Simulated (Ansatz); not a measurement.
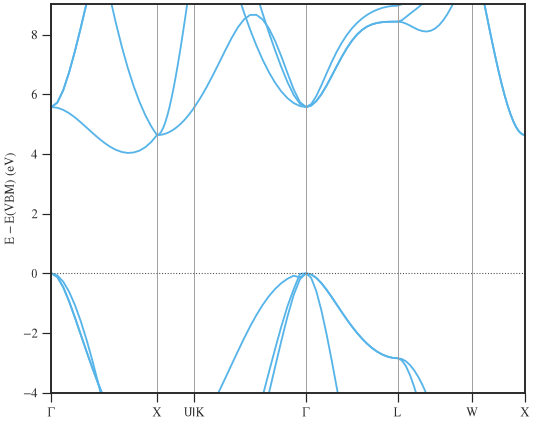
*Band structure from DFT-PBEsol in the program Ansatz with PAW potentials*

### Question
Read off the gap and where the band edges lie.

### Answer
About 4.0 eV (4.03 eV by a search for the band edges); maximum at Γ, minimum on the Γ–X line, 73 % of the way from Γ.

The material is C (diamond, space group No. 227).

Space group Fd-3m (diamond). The cell was relaxed with PBEsol under the symmetry of its start.

Potentials: the later of the program's two PAW sets.
